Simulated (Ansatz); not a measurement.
A series of calculations on ZrAlH3OCl3F

### Relaxation

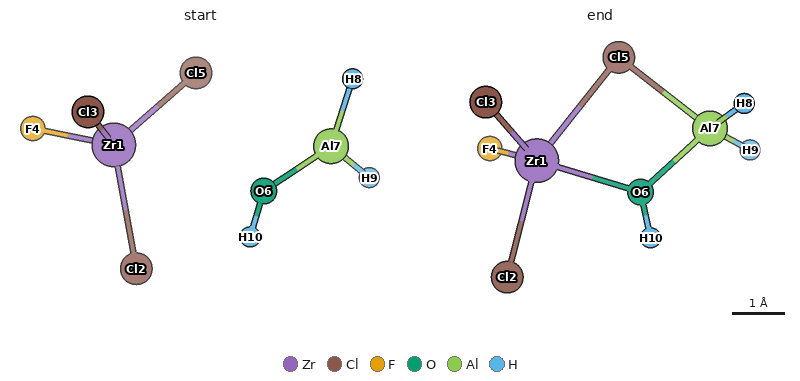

The structure of ZrAlH3OCl3F before (left) and after (right) a relaxation, at one scale.

The picture is a ball-and-stick view, seen face on.

The run prepares an end point of a later path (reaction) calculation, from a guessed geometry.

These are results of RHF/def2-SVP (Ansatz), not measurements.

Input
```yaml
crystal:
  periodic: [false, false, false]
  atoms:
    - { symbol: Zr, position_ang: [0.020145, 0.249046, -0.094752] }
    - { symbol: Cl, position_ang: [0.010758, 0.431658, 2.376774] }
    - { symbol: Cl, position_ang: [2.101089, 0.600927, -1.112618] }
    - { symbol: F, position_ang: [-1.026734, 1.686569, -0.678214] }
    - { symbol: Cl, position_ang: [-1.133637, -1.671893, -0.911676] }
    - { symbol: O, position_ang: [1.325621, -2.344303, 1.367414] }
    - { symbol: Al, position_ang: [0.597215, -3.844836, 0.940676] }
    - { symbol: H, position_ang: [1.199751, -4.575114, -0.311825] }
    - { symbol: H, position_ang: [-0.53353, -4.426329, 1.869637] }
    - { symbol: H, position_ang: [1.167722, -1.862825, 2.193186] }
basis:
  gaussian: { orbitals: def2-SVP }
hamiltonian:
  xc: hf
relax:
  f_tol: 0.03
  max_steps: 50
```

Command:
```bash
ansatz run input.yaml --threads 4 --pin off --max-ram 5120MiB --backend cpu --events-out ev --progress --plain --runs-dir out
```

Q: What changed between the two?

A: Over 20 geometry steps the energy falls by 31.8 kcal/mol. The largest force component goes from 1.5 to 0.03 eV/Å. The largest move after the best rigid fit is that of F4, 1.26 Å. Largest moves by element: F 1.26 Å, Cl 1.14 Å, O 0.78 Å, H 0.76 Å, Al 0.63 Å, Zr 0.59 Å. Near-neighbour distances that change, for instance: Zr1–O6 3.251 → 2.128 Å, Cl5–Al7 3.339 → 2.324 Å, Zr1–Al7 4.262 → 3.444 Å, Zr1–H10 3.318 → 2.727 Å. New bonds form, among them: Cl5–Al7 (3.34 → 2.32 Å), Zr1–O6 (3.25 → 2.13 Å). Bond angles that change, for instance: Cl2–Zr1–Cl5 113.5° → 155.9°, Cl3–Zr1–Cl5 113.7° → 95.1°, F4–Zr1–Cl5 104.0° → 88.2°.

Limits of the set-up: the start holds two separate molecules, 2.6 Å apart at their closest, whose relative position is a soft coordinate and is computed without a dispersion correction; Hartree-Fock leaves out electron correlation.

### Relaxation

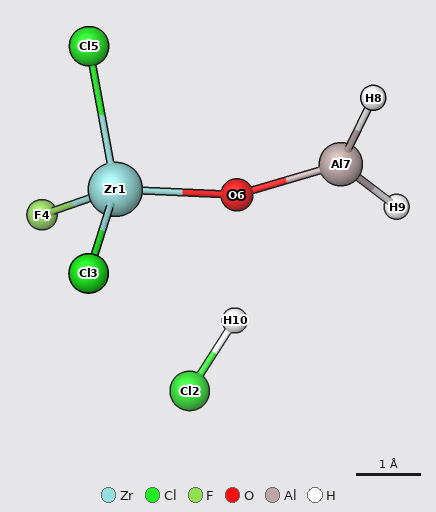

Starting structure of ZrAlH$_{3}$OCl$_{3}$F. The picture is a ball-and-stick view, seen at a tilt.

The run prepares an end point of a later path (reaction) calculation, from a guessed geometry.

Method: RHF/def2-SVP (Ansatz 0.2.0).

Input
```yaml
crystal:
  periodic: [false, false, false]
  atoms:
    - { symbol: Zr, position_ang: [0.127643, -0.45148, -0.560433] }
    - { symbol: Cl, position_ang: [0.915356, 0.190612, 3.017819] }
    - { symbol: Cl, position_ang: [2.235795, 0.554837, -0.966935] }
    - { symbol: F, position_ang: [-1.158298, 0.777053, 0.087144] }
    - { symbol: Cl, position_ang: [-0.721163, -1.259574, -2.620676] }
    - { symbol: O, position_ang: [0.28213, -2.051939, 0.6397] }
    - { symbol: Al, position_ang: [0.454485, -3.711666, 1.037633] }
    - { symbol: H, position_ang: [0.896892, -4.707793, -0.090252] }
    - { symbol: H, position_ang: [0.167933, -4.107116, 2.53013] }
    - { symbol: H, position_ang: [0.527627, -0.990033, 2.564471] }
basis:
  gaussian: { orbitals: def2-SVP }
hamiltonian:
  xc: hf
relax:
  f_tol: 0.03
  max_steps: 50
```

Launched with:
```bash
ansatz run input.yaml --threads 4 --pin off --max-ram 5120MiB --backend cpu --events-out ev --progress --plain --runs-dir out
```

**Predict the outcome.**

The largest move after the best rigid fit is that of H8, 2.31 Å. By element the largest moves are H 2.31 Å, Cl 1.65 Å, F 1.23 Å, O 0.68 Å, Al 0.42 Å, Zr 0.35 Å. Some distances before and after: Cl2–Al7 4.400 → 2.896 Å, Zr1–O6 2.006 → 1.874 Å, Cl2–H10 1.323 → 1.284 Å, Zr1–F4 1.893 → 1.929 Å. Among the angles between lasting bonds that change: F4–Zr1–O6 111.4° → 100.2°, Zr1–O6–Al7 156.7° → 162.8°, Cl5–Zr1–O6 106.0° → 111.3°. Groups turn about Zr1–O6 by about 140°, O6–Al7 by about 110°. Over 41 accepted moves (49 points after the start) the energy falls by 0.459 eV. The largest force component goes from 1.5 to 0.025 eV/Å. The line search rejected the trial steps at points 3, 10, 14, 18, 24, 35, 45, 48 of the run. The forces were under the threshold at step 46, but the run went on from there. The run took 110 s on 4 threads of INTEL(R) XEON(R) PLATINUM 8581C CPU @ 2.10GHz (Emerald Rapids), on a shared host, peak memory 0.48 GiB.

Step by step:

```tsv
step	E − E(0), eV	largest force component, eV/Å	note
0	0.0000	1.5238	
1	-0.0852	1.7175	
2	-0.1291	1.4605	
3	-0.1143	1.7862	rejected
4	-0.1782	0.7535	
5	-0.2021	0.3830	
6	-0.2241	0.2853	
7	-0.2477	0.1909	
8	-0.2579	0.2319	
9	-0.2589	0.2096	
10	-0.2151	1.5339	rejected
12	-0.2694	0.1293	
14	-0.2516	1.0519	rejected
16	-0.2844	0.2638	
18	-0.2853	0.9589	rejected
20	-0.3088	0.2008	
22	-0.3119	0.6581	
24	-0.3169	0.5003	rejected
26	-0.3378	0.0771	
28	-0.3465	0.2331	
31	-0.3832	0.1656	
33	-0.4196	0.3519	
35	-0.4340	0.6213	rejected
37	-0.4471	0.1133	
39	-0.4517	0.0980	
41	-0.4546	0.1213	
43	-0.4567	0.0954	
45	-0.4567	0.2365	rejected
47	-0.4582	0.0339	
49	-0.4585	0.0253
```

The structure at the end:

```xyz
10

Zr    0.2287   -0.5567   -0.8766
Cl    0.3392   -1.3359    3.2430
Cl    2.1778    0.1231   -2.0701
F    -0.0713    0.6054    0.6340
Cl   -1.7080   -0.6393   -2.2653
O     0.5034   -2.1867    0.0062
Al    0.6647   -3.4047    1.2429
H     2.1227   -3.8162    1.6478
H    -0.6331   -4.2095    1.6052
H     0.1044   -0.3366    2.4715
```

After the run, drawn alike:

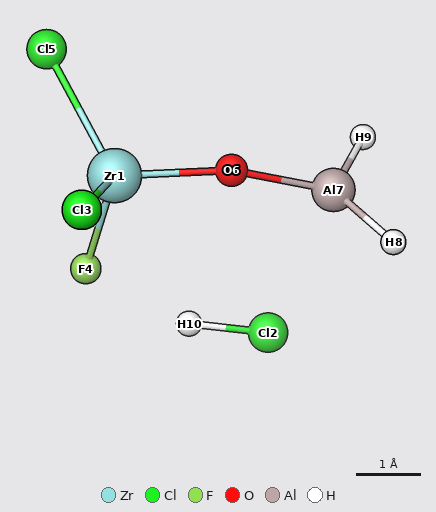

Limits of the set-up: the start holds two separate molecules, 2.2 Å apart at their closest, whose relative position is a soft coordinate and is computed without a dispersion correction; Hartree-Fock leaves out electron correlation.

### Path

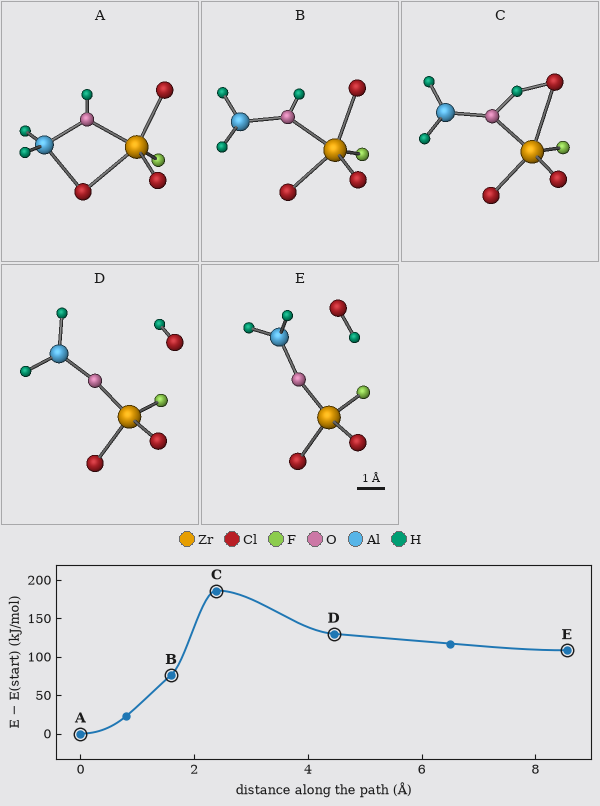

NEB run on ZrAlH₃OCl₃F. Images are numbered from 0 (start) to 6 (end). Frames A to E are images 0, 2, 3, 4, 6. A ball-and-stick model, seen face on.

Level of theory: RHF/def2-SVP in Ansatz 0.2.0. Settings: 5 movable images; climbing image; force threshold 0.05 eV/Å; iteration limit 60; starting path through a guess of the saddle point.

Read off the barrier and say what moves.

The energy climbs by 186.2 kJ/mol to image 3 and then falls by 77.8 kJ/mol, so the end point sits at +108.4 kJ/mol. Breaking: Al–Cl (2.32 → 5.06 Å), H–O (0.95 → 3.11 Å), Cl–Zr (2.39 → 4.19 Å). Forming: Cl–H (2.90 → 1.28 Å). The band converged in 31 iterations. The largest component of the band force went from 59 to 0.043 eV/Å. The climbing image converged on the top of the path. Its vibrational analysis gives 2 imaginary modes over 30i cm⁻¹, so it isn't confirmed as a transition state.

Limits of the set-up: Hartree-Fock leaves out electron correlation.

The run took 4.9 min on 4 threads of INTEL(R) XEON(R) PLATINUM 8581C CPU @ 2.10GHz (Emerald Rapids), with other jobs on the host, peak memory 0.5 GiB.
